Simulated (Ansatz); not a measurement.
```
Pr B Os
1.0
     4.76878    0.00000    0.00000
    -2.38439    4.12989    0.00000
     0.00000    0.00000    9.39226
Pr B Os
1 1 4
Direct
  0.00000 0.00000 0.50000
  0.00000 0.00000 0.00000
  0.33333 0.66667 0.50000
  0.66667 0.33333 0.50000
  0.00000 0.00000 0.79728
  0.00000 0.00000 0.20272
```

Space group P6/mmm; a structure generated by program, which may or may not match a known phase; no Hubbard U on the f states and no spin–orbit coupling; spin-polarised.

These are results of Ansatz 0.2.0, DFT PBE, scalar-relativistic, plane waves, PAW; 4f electrons in the core of a trivalent norm-conserving potential, not measurements.

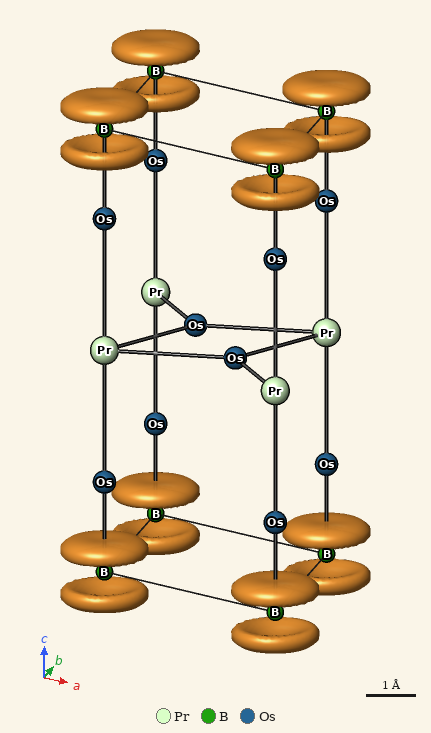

PrBOs$_{4}$. Isosurface of the ELF at 0.7 (orange), seen slightly off an axis. Core shells and regions of very low density are left out. Sticks mark near contacts.

Core electrons are replaced by pseudopotentials, and the valence fields are smoothed inside the atomic spheres.

Q: Where are the electrons localised?

A: The ELF exceeds this value in two lobes of the valence shell of B pointing towards Os (polar bonds), counted in one cell of 6 atoms. Any copies at cell faces, edges or corners count once. Profiles from the grid: B–Os (1.90 Å): the ELF peaks at about 0.75 in the valence shell of B, 0.6 Å from its nucleus, and is about 0.45 at the midpoint. Pr–Os (2.75 Å): the ELF is about 0.20 at the midpoint: no localised pair shows between them.
